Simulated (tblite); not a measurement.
## Geometry relaxation of C$_{4}$H$_{8}$GeO$_{2}$S$_{2}$ (part 1 of 2)

C$_{4}$H$_{8}$GeO$_{2}$S$_{2}$, computed with GFN2-xTB geometry optimisation, gas phase (tblite 0.8.0).

It belongs to a series of runs on one base structure; here: H on C replaced by OCOCH3.

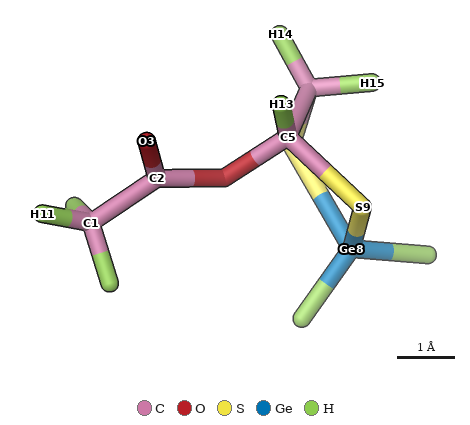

Figure 1. The starting structure (stick view, seen at a tilt; atoms are numbered from 1 in the order of the input). Sticks mark near contacts.

Results in brief

- outcome: converged
- total energy: −796.4111 eV
- hardware: 1 CPU thread, shared host
- wall time: 1.7 s
- peak memory: 0.18 GiB

Input file
```
{"job": {"kind": "relax", "xc": "GFN2-xTB", "basis": "xTB"}, "charge": 0, "multiplicity": 1}
C      2.760100     0.602000    -0.096100
C      1.735500    -0.284000     0.542300
O      2.198900    -1.217300     1.276200
O      0.390900    -0.098100     0.358400
C     -0.606000    -0.917600     0.958800
C     -1.456700    -1.416000    -0.229000
S     -1.553800    -0.031100    -1.415100
Ge    -2.133300     1.556200     0.062800
S     -1.686500     0.259400     1.852200
H      2.550100     1.643200     0.285900
H      3.772400     0.260900     0.154600
H      2.661500     0.599400    -1.200200
H     -0.244700    -1.727200     1.593600
H     -1.059300    -2.339600    -0.652700
H     -2.495700    -1.516900     0.176500
H     -3.628000     1.862900    -0.063300
H     -1.212500     2.775900    -0.016900
```

The first line tells a small driver script what to run in tblite; the rest is the geometry in Å.

Command:
```bash
OMP_NUM_THREADS=1 python <driver script> task.json out
```

Log
```
step      E/eV     max force
  0    -795.47571    4.983
  1    -795.73303    5.533
  2    -795.93240    1.151
  3    -796.01133    1.107
  4    -796.14777    0.668
  5    -796.17449    0.471
  6    -796.21346    0.461
  7    -796.23217    0.469
  8    -796.25709    0.329
  9    -796.27310    0.299
 10    -796.28668    0.292
 11    -796.29713    0.280
 12    -796.30890    0.265
 13    -796.31932    0.248
 14    -796.32709    0.223
 15    -796.33269    0.165
 16    -796.33759    0.155
 17    -796.34309    0.183
 18    -796.34943    0.215
 19    -796.35553    0.240
 20    -796.36088    0.194
 21    -796.36627    0.225
 22    -796.37187    0.206
 23    -796.37734    0.175
 24    -796.38199    0.148
 25    -796.38523    0.120
 26    -796.38719    0.110
 27    -796.38849    0.092
 28    -796.38956    0.074
 29    -796.39055    0.064
 30    -796.39152    0.072
 31    -796.39252    0.098
 32    -796.39361    0.100
 33    -796.39477    0.074
 34    -796.39582    0.064
 35    -796.39659    0.060
 36    -796.39711    0.051
 37    -796.39752    0.046
 38    -796.39794    0.048
 39    -796.39843    0.058
 40    -796.39895    0.058
 41    -796.39938    0.045
 42    -796.39963    0.030
 43    -796.39977    0.026
 44    -796.39989    0.024
 45    -796.40001    0.029
 46    -796.40014    0.030
 47    -796.40028    0.028
 48    -796.40040    0.023
 49    -796.40053    0.029
 50    -796.40069    0.035
 51    -796.40090    0.043
 52    -796.40114    0.039
 53    -796.40135    0.034
 54    -796.40154    0.032
 55    -796.40175    0.040
 56    -796.40205    0.058
 57    -796.40245    0.058
 58    -796.40294    0.062
 59    -796.40344    0.069
 60    -796.40397    0.065
 61    -796.40452    0.069
 62    -796.40504    0.052
 63    -796.40543    0.049
 64    -796.40572    0.039
 65    -796.40595    0.036
 66    -796.40616    0.030
 67    -796.40632    0.028
 68    -796.40644    0.033
 69    -796.40651    0.028
 70    -796.40657    0.025
 71    -796.40663    0.024
 72    -796.40672    0.020
 73    -796.40677    0.017
 74    -796.40681    0.011
 75    -796.40683    0.012
 76    -796.40685    0.013
 77    -796.40688    0.015
 78    -796.40691    0.013
 79    -796.40693    0.013
 80    -796.40696    0.013
 81    -796.40699    0.017
 82    -796.40706    0.021
 83    -796.40714    0.025
 84    -796.40723    0.021
 85    -796.40730    0.020
 86    -796.40737    0.023
 87    -796.40746    0.023
 88    -796.40756    0.037
 89    -796.40770    0.046
 90    -796.40788    0.049
 91    -796.40812    0.045
 92    -796.40842    0.069
 93    -796.40868    0.083
 94    -796.40893    0.109
 95    -796.40927    0.039
 96    -796.40958    0.040
 97    -796.41005    0.067
 98    -796.41045    0.080
 99    -796.41076    0.055
100    -796.41084    0.096
101    -796.41098    0.017
102    -796.41101    0.016
103    -796.41107    0.019
104    -796.41109    0.017
105    -796.41112    0.015
106    -796.41113    0.007
```

Trajectory as extended XYZ (Å, eV, eV/Å), 28 of the 107 frames kept, from step=0 to step=106
```
17
Properties=species:S:1:pos:R:3:forces:R:3 step=0 energy=-795.47571
C     2.7601    0.6020   -0.0961   -0.9940   1.2930  -0.5550
C     1.7355   -0.2840    0.5423    1.3980  -3.8450   2.8440
O     2.1989   -1.2173    1.2762   -2.2870   2.7280  -2.2140
O     0.3909   -0.0981    0.3584    2.2370   0.0390   0.5190
C    -0.6060   -0.9176    0.9588   -0.2310   0.7370  -1.3540
C    -1.4567   -1.4160   -0.2290   -0.7740   0.3400   1.2320
S    -1.5538   -0.0311   -1.4151   -0.2810  -0.1640  -0.8690
Ge   -2.1333    1.5562    0.0628    0.3870  -0.8210  -0.0290
S    -1.6865    0.2594    1.8522    0.0040   0.1620   0.7410
H     2.5501    1.6432    0.2859    0.4750  -0.8950  -0.5190
H     3.7724    0.2609    0.1546   -0.5720   0.1470   0.1490
H     2.6615    0.5994   -1.2002   -0.1000   0.1210   0.5930
H    -0.2447   -1.7272    1.5936    0.1420   0.3140   0.0690
H    -1.0593   -2.3396   -0.6527   -0.1640   0.3720  -0.2330
H    -2.4957   -1.5169    0.1765    0.7460  -0.5760  -0.5100
H    -3.6280    1.8629   -0.0633    0.2530   0.1370   0.1410
H    -1.2125    2.7759   -0.0169   -0.2400  -0.0900  -0.0050
17
Properties=species:S:1:pos:R:3:forces:R:3 step=4 energy=-796.14777
C     2.7118    0.6094   -0.0998   -0.0920  -0.0030   0.0640
C     1.7861   -0.3496    0.5913   -0.3490  -0.4080   0.3980
O     2.1404   -1.2565    1.2936    0.0660  -0.0070  -0.1060
O     0.4809   -0.0814    0.3803   -0.2840   0.2220  -0.1240
C    -0.5836   -0.8573    0.9137   -0.1320   0.3170   0.0370
C    -1.4640   -1.3820   -0.2064   -0.0800   0.2610  -0.1750
S    -1.5896   -0.0604   -1.4807   -0.2230  -0.1290  -0.0380
Ge   -2.0978    1.4813    0.0586   -0.0080  -0.0100  -0.0460
S    -1.6653    0.2743    1.9030    0.3290   0.0740  -0.1190
H     2.5711    1.6227    0.2588   -0.2210   0.0870   0.0370
H     3.7030    0.2918    0.1599    0.5630  -0.0960   0.1050
H     2.6320    0.6105   -1.1814   -0.3470  -0.0980  -0.0350
H    -0.2448   -1.6605    1.5718    0.1800   0.1070   0.0300
H    -1.0796   -2.2845   -0.6671    0.2350   0.0150  -0.1890
H    -2.4760   -1.5792    0.1558    0.1740  -0.1010   0.0610
H    -3.5903    1.8746   -0.0460    0.3210  -0.0210   0.1230
H    -1.2414    2.7587   -0.0177   -0.1330  -0.2090  -0.0240
17
Properties=species:S:1:pos:R:3:forces:R:3 step=8 energy=-796.25709
C     2.7053    0.5905   -0.0747    0.0260  -0.0180   0.0570
C     1.7669   -0.3747    0.6248    0.2250   0.1820  -0.1570
O     2.1182   -1.2997    1.3019   -0.2930   0.0930  -0.1020
O     0.4775   -0.0490    0.3784    0.1200  -0.0360  -0.0050
C    -0.5924   -0.8121    0.9020    0.1550  -0.1600  -0.0790
C    -1.4609   -1.3567   -0.2266    0.1290  -0.1750   0.0620
S    -1.6505   -0.0805   -1.5141   -0.1560   0.0980   0.0500
Ge   -2.0837    1.4528    0.0461    0.0370   0.0170  -0.0280
S    -1.6104    0.3086    1.9061   -0.1000   0.1750  -0.0060
H     2.5348    1.6164    0.2578   -0.0850  -0.1770   0.0890
H     3.7318    0.3001    0.1657   -0.2260   0.0550  -0.1060
H     2.5570    0.5883   -1.1594   -0.0580  -0.1840   0.2580
H    -0.2177   -1.6053    1.5569    0.0180  -0.0250  -0.0270
H    -1.0415   -2.2432   -0.6993    0.2190   0.0710  -0.0360
H    -2.4444   -1.6182    0.1626    0.0010  -0.0350   0.0400
H    -3.5286    1.8762   -0.0145   -0.1820   0.0350   0.0900
H    -1.2681    2.7185   -0.0258    0.1700   0.0830  -0.0980
17
Properties=species:S:1:pos:R:3:forces:R:3 step=12 energy=-796.30890
C     2.7015    0.5815   -0.0513   -0.1020   0.0210  -0.0420
C     1.7680   -0.3681    0.6250   -0.1960  -0.1500   0.0970
O     2.0647   -1.3147    1.2921    0.0820  -0.1670   0.1170
O     0.4843   -0.0302    0.3633   -0.0580   0.0040  -0.0800
C    -0.5744   -0.8018    0.8883   -0.0680   0.1220   0.0400
C    -1.4396   -1.3654   -0.2296    0.0260   0.0920   0.0010
S    -1.7143   -0.0821   -1.5147   -0.0140  -0.1070   0.0740
Ge   -2.0791    1.4583    0.0354   -0.1090   0.2010   0.0280
S    -1.5905    0.3483    1.8959    0.0380  -0.1700  -0.0470
H     2.4942    1.5916    0.2821    0.0290   0.1260   0.0700
H     3.7287    0.3088    0.1531    0.0660  -0.0130   0.0460
H     2.5027    0.5383   -1.1152    0.0480   0.0300  -0.2090
H    -0.1943   -1.5882    1.5486    0.0070   0.0110  -0.0190
H    -0.9699   -2.2129   -0.7268    0.0410   0.0330   0.0300
H    -2.4148   -1.6495    0.1733    0.1690  -0.1480  -0.0420
H    -3.5305    1.8844    0.0238   -0.0760   0.0590   0.0640
H    -1.2438    2.7137   -0.0553    0.1160   0.0580  -0.1280
17
Properties=species:S:1:pos:R:3:forces:R:3 step=16 energy=-796.33759
C     2.6849    0.5751   -0.0443    0.0500  -0.0520  -0.0050
C     1.7533   -0.3869    0.6352    0.0900   0.0220  -0.0620
O     2.0371   -1.3415    1.3006    0.0170   0.1040  -0.0440
O     0.4844   -0.0261    0.3486   -0.0030  -0.0390   0.0860
C    -0.5725   -0.7844    0.8836   -0.0250  -0.0710  -0.0100
C    -1.4191   -1.3623   -0.2314   -0.0320  -0.0610  -0.0390
S    -1.7587   -0.0925   -1.5004   -0.0560   0.1240   0.0160
Ge   -2.0914    1.4909    0.0345    0.0270  -0.0540   0.0240
S    -1.5821    0.3496    1.8851   -0.1140   0.0940   0.0280
H     2.4781    1.5877    0.3045    0.0180  -0.1110  -0.0870
H     3.7209    0.3152    0.1519   -0.0440  -0.0200   0.0360
H     2.4841    0.5182   -1.1149    0.0610   0.1260   0.0670
H    -0.1822   -1.5723    1.5379   -0.0320   0.0180   0.0260
H    -0.9167   -2.1854   -0.7360    0.0730   0.0130  -0.0150
H    -2.3695   -1.7022    0.1735   -0.0180  -0.1460   0.0210
H    -3.5511    1.9057    0.0605    0.0360   0.1040   0.0430
H    -1.2063    2.7231   -0.1008   -0.0470  -0.0500  -0.0820
17
Properties=species:S:1:pos:R:3:forces:R:3 step=20 energy=-796.36088
C     2.6823    0.5571   -0.0423    0.0170   0.0700  -0.0170
C     1.7486   -0.4002    0.6309   -0.0380   0.0440   0.0030
O     2.0288   -1.3492    1.3039    0.0230  -0.0010  -0.0270
O     0.4786   -0.0284    0.3556    0.0030   0.1040  -0.0630
C    -0.5876   -0.7791    0.8813    0.0710   0.0620   0.0650
C    -1.4120   -1.3716   -0.2416    0.0300  -0.0070   0.0850
S    -1.8170   -0.0785   -1.4808   -0.0590  -0.1760   0.0190
Ge   -2.1016    1.5125    0.0422   -0.0170  -0.0360   0.0050
S    -1.6010    0.3670    1.8807    0.0120  -0.0570   0.0120
H     2.4681    1.5632    0.3031   -0.0090   0.0960   0.0820
H     3.7152    0.3092    0.1662    0.0540  -0.0930   0.0020
H     2.4869    0.5393   -1.1106    0.0650  -0.0500  -0.0810
H    -0.1834   -1.5532    1.5395   -0.1210  -0.0970   0.1160
H    -0.8479   -2.1518   -0.7518    0.0030   0.0720  -0.1000
H    -2.3246   -1.7980    0.1732   -0.0500   0.0060  -0.0980
H    -3.5514    1.9606    0.1086    0.0730   0.0990   0.0130
H    -1.1890    2.7131   -0.1702   -0.0570  -0.0350  -0.0150
17
Properties=species:S:1:pos:R:3:forces:R:3 step=24 energy=-796.38199
C     2.6890    0.5591   -0.0460   -0.0090   0.0170   0.0190
C     1.7447   -0.3950    0.6224   -0.0030   0.0360  -0.0170
O     2.0285   -1.3449    1.2939   -0.0320   0.0200  -0.0600
O     0.4735   -0.0161    0.3595   -0.0500  -0.0910   0.1040
C    -0.5899   -0.7721    0.8948   -0.1090  -0.0930  -0.0220
C    -1.4013   -1.3836   -0.2335    0.0060  -0.0120  -0.0630
S    -1.8762   -0.1041   -1.4603   -0.0790  -0.0330   0.0170
Ge   -2.1119    1.5129    0.0474   -0.0110  -0.0380  -0.0600
S    -1.6169    0.3678    1.8841    0.0490  -0.0240   0.0110
H     2.4667    1.5618    0.3147    0.1060   0.0090  -0.0010
H     3.7160    0.2833    0.1780   -0.0600   0.0460  -0.0290
H     2.5137    0.5511   -1.1212    0.0420  -0.0440   0.0540
H    -0.2161   -1.5552    1.5674    0.0260   0.0890  -0.0270
H    -0.7987   -2.1093   -0.7840   -0.0270   0.0380   0.0600
H    -2.3021   -1.8694    0.1500    0.1290   0.0720  -0.0090
H    -3.5322    2.0316    0.1469    0.0000   0.0380   0.0000
H    -1.1937    2.6941   -0.2261    0.0210  -0.0310   0.0240
17
Properties=species:S:1:pos:R:3:forces:R:3 step=27 energy=-796.38849
C     2.6860    0.5575   -0.0404   -0.0250  -0.0050   0.0200
C     1.7369   -0.3953    0.6223   -0.0200  -0.0130   0.0180
O     2.0157   -1.3523    1.2855    0.0120  -0.0130  -0.0340
O     0.4663   -0.0131    0.3670   -0.0040   0.0560  -0.0280
C    -0.6006   -0.7695    0.8950    0.0450   0.0180   0.0000
C    -1.3914   -1.3870   -0.2395   -0.0120   0.0180  -0.0230
S    -1.9305   -0.1212   -1.4505   -0.0650   0.0180  -0.0190
Ge   -2.1183    1.5132    0.0425   -0.0050  -0.0120   0.0120
S    -1.6134    0.3735    1.8841   -0.0620   0.0350  -0.0120
H     2.4696    1.5591    0.3240    0.0820   0.0350  -0.0240
H     3.7114    0.2794    0.1808   -0.0140   0.0140   0.0120
H     2.5160    0.5443   -1.1151    0.0120   0.0010   0.0150
H    -0.2207   -1.5392    1.5737    0.0250  -0.0620   0.0150
H    -0.7602   -2.0765   -0.7986    0.0110  -0.0410   0.0100
H    -2.2652   -1.9119    0.1410   -0.0090  -0.0080   0.0290
H    -3.5215    2.0724    0.1763   -0.0010   0.0050  -0.0220
H    -1.1871    2.6788   -0.2602    0.0300  -0.0460   0.0300
17
Properties=species:S:1:pos:R:3:forces:R:3 step=31 energy=-796.39252
C     2.6850    0.5613   -0.0361    0.0600   0.0230  -0.0090
C     1.7312   -0.3902    0.6219    0.0370   0.0280  -0.0120
O     2.0146   -1.3557    1.2712   -0.0380   0.0010  -0.0230
O     0.4611   -0.0048    0.3714    0.0140   0.0030   0.0330
C    -0.6015   -0.7688    0.8972   -0.0360   0.0210  -0.0110
C    -1.3895   -1.3866   -0.2428   -0.0010  -0.0290   0.0410
S    -1.9649   -0.1290   -1.4492    0.0050  -0.0230   0.0230
Ge   -2.1243    1.5088    0.0413   -0.0140   0.0130  -0.0080
S    -1.6255    0.3751    1.8827    0.0010  -0.0600   0.0020
H     2.4954    1.5705    0.3212   -0.0220   0.0110  -0.0120
H     3.7074    0.2771    0.1861    0.0350  -0.0410   0.0340
H     2.5260    0.5435   -1.1120   -0.0290   0.0170  -0.0020
H    -0.2222   -1.5439    1.5772   -0.0110   0.0610  -0.0760
H    -0.7509   -2.0728   -0.8003   -0.0170   0.0160  -0.0030
H    -2.2543   -1.9233    0.1419   -0.0150  -0.0170   0.0270
H    -3.5160    2.0917    0.1780   -0.0190   0.0000  -0.0210
H    -1.1786    2.6593   -0.2618    0.0510  -0.0230   0.0170
17
Properties=species:S:1:pos:R:3:forces:R:3 step=35 energy=-796.39659
C     2.6955    0.5691   -0.0322   -0.0280  -0.0290   0.0120
C     1.7310   -0.3792    0.6197   -0.0290  -0.0050  -0.0090
O     2.0073   -1.3591    1.2505    0.0060   0.0240  -0.0140
O     0.4588    0.0109    0.3789   -0.0190   0.0500  -0.0280
C    -0.6056   -0.7615    0.8946    0.0240   0.0020  -0.0280
C    -1.3915   -1.3905   -0.2393   -0.0230   0.0170  -0.0280
S    -1.9952   -0.1414   -1.4430    0.0210  -0.0220   0.0170
Ge   -2.1324    1.5061    0.0399    0.0180  -0.0260   0.0160
S    -1.6413    0.3640    1.8813   -0.0180   0.0000   0.0160
H     2.5182    1.5851    0.3143   -0.0270  -0.0420   0.0180
H     3.7124    0.2665    0.1988   -0.0140   0.0070  -0.0230
H     2.5295    0.5468   -1.1080    0.0390   0.0110   0.0160
H    -0.2225   -1.5394    1.5639    0.0270   0.0090   0.0290
H    -0.7494   -2.0701   -0.8006   -0.0220   0.0170  -0.0040
H    -2.2496   -1.9348    0.1530    0.0270  -0.0070   0.0200
H    -3.5172    2.1068    0.1697   -0.0030   0.0080  -0.0190
H    -1.1551    2.6329   -0.2535    0.0210  -0.0130   0.0080
17
Properties=species:S:1:pos:R:3:forces:R:3 step=39 energy=-796.39843
C     2.6954    0.5675   -0.0284    0.0090   0.0230  -0.0290
C     1.7239   -0.3746    0.6154    0.0080   0.0000  -0.0260
O     1.9993   -1.3591    1.2390   -0.0470  -0.0170   0.0130
O     0.4534    0.0258    0.3778   -0.0010  -0.0430   0.0090
C    -0.6056   -0.7555    0.8906   -0.0220   0.0030   0.0410
C    -1.3919   -1.3906   -0.2402    0.0410  -0.0020   0.0410
S    -2.0147   -0.1520   -1.4368   -0.0180   0.0430  -0.0220
Ge   -2.1341    1.5022    0.0420   -0.0040   0.0130  -0.0040
S    -1.6503    0.3594    1.8831    0.0010  -0.0070  -0.0010
H     2.5190    1.5818    0.3190   -0.0170   0.0110   0.0300
H     3.7113    0.2616    0.2010   -0.0120  -0.0040   0.0150
H     2.5377    0.5494   -1.1041    0.0090   0.0130  -0.0410
H    -0.2168   -1.5300    1.5626    0.0200   0.0210  -0.0100
H    -0.7454   -2.0596   -0.8064    0.0150  -0.0260  -0.0210
H    -2.2352   -1.9502    0.1608   -0.0100  -0.0020   0.0130
H    -3.5142    2.1210    0.1672    0.0310  -0.0060  -0.0190
H    -1.1390    2.6149   -0.2547   -0.0010  -0.0220   0.0130
17
Properties=species:S:1:pos:R:3:forces:R:3 step=43 energy=-796.39977
C     2.6958    0.5697   -0.0311   -0.0110  -0.0050   0.0000
C     1.7195   -0.3722    0.6079   -0.0070  -0.0110  -0.0020
O     1.9890   -1.3586    1.2315    0.0000  -0.0060  -0.0110
O     0.4491    0.0318    0.3769   -0.0030   0.0090  -0.0070
C    -0.6069   -0.7522    0.8928    0.0080  -0.0100  -0.0130
C    -1.3902   -1.3916   -0.2366   -0.0100  -0.0050  -0.0140
S    -2.0234   -0.1531   -1.4343    0.0030  -0.0200   0.0150
Ge   -2.1345    1.4996    0.0436    0.0110  -0.0070  -0.0010
S    -1.6591    0.3537    1.8852    0.0090   0.0090   0.0010
H     2.5182    1.5814    0.3256   -0.0040  -0.0030  -0.0050
H     3.7086    0.2581    0.2050   -0.0080   0.0080   0.0120
H     2.5483    0.5567   -1.1090   -0.0090   0.0210  -0.0020
H    -0.2083   -1.5231    1.5619    0.0020  -0.0050   0.0170
H    -0.7475   -2.0596   -0.8099    0.0200   0.0010   0.0170
H    -2.2297   -1.9541    0.1694   -0.0140   0.0080  -0.0080
H    -3.5087    2.1265    0.1564    0.0020   0.0110  -0.0060
H    -1.1272    2.5992   -0.2474    0.0120   0.0070   0.0080
17
Properties=species:S:1:pos:R:3:forces:R:3 step=47 energy=-796.40028
C     2.6932    0.5700   -0.0321   -0.0010   0.0070   0.0090
C     1.7159   -0.3733    0.6033   -0.0020   0.0100  -0.0080
O     1.9834   -1.3613    1.2252    0.0150  -0.0060  -0.0190
O     0.4463    0.0342    0.3751   -0.0050  -0.0170  -0.0040
C    -0.6069   -0.7526    0.8926   -0.0120   0.0100   0.0200
C    -1.3896   -1.3942   -0.2363    0.0110   0.0000   0.0260
S    -2.0292   -0.1584   -1.4306    0.0030   0.0050  -0.0210
Ge   -2.1322    1.4981    0.0435    0.0030   0.0110   0.0000
S    -1.6587    0.3539    1.8859    0.0040  -0.0020   0.0010
H     2.5153    1.5803    0.3281   -0.0120   0.0030   0.0010
H     3.7048    0.2587    0.2094   -0.0030   0.0020  -0.0110
H     2.5491    0.5643   -1.1109   -0.0030   0.0010   0.0170
H    -0.2050   -1.5201    1.5650   -0.0120   0.0020  -0.0130
H    -0.7409   -2.0582   -0.8077   -0.0090  -0.0100   0.0110
H    -2.2294   -1.9560    0.1696    0.0040  -0.0190  -0.0070
H    -3.5042    2.1329    0.1518    0.0130   0.0010  -0.0050
H    -1.1191    2.5940   -0.2440    0.0090   0.0020   0.0020
17
Properties=species:S:1:pos:R:3:forces:R:3 step=51 energy=-796.40090
C     2.6896    0.5736   -0.0317   -0.0040   0.0190  -0.0030
C     1.7122   -0.3736    0.5958    0.0130  -0.0180   0.0080
O     1.9835   -1.3650    1.2112   -0.0050  -0.0090  -0.0130
O     0.4421    0.0324    0.3717    0.0060   0.0150   0.0160
C    -0.6093   -0.7526    0.8963    0.0030  -0.0140  -0.0190
C    -1.3901   -1.3973   -0.2308   -0.0280  -0.0010  -0.0330
S    -2.0267   -0.1619   -1.4308    0.0190   0.0030   0.0210
Ge   -2.1265    1.4982    0.0429    0.0160  -0.0150  -0.0130
S    -1.6586    0.3538    1.8881   -0.0170   0.0200   0.0070
H     2.5084    1.5819    0.3305   -0.0070   0.0230   0.0250
H     3.7001    0.2609    0.2116    0.0030   0.0100  -0.0100
H     2.5495    0.5756   -1.1102   -0.0060  -0.0160  -0.0160
H    -0.2044   -1.5194    1.5662   -0.0030  -0.0110   0.0160
H    -0.7404   -2.0641   -0.7976   -0.0060   0.0000   0.0000
H    -2.2331   -1.9583    0.1691    0.0050  -0.0120   0.0170
H    -3.4967    2.1372    0.1404    0.0050   0.0050   0.0030
H    -1.1067    2.5906   -0.2347    0.0060   0.0000  -0.0070
```
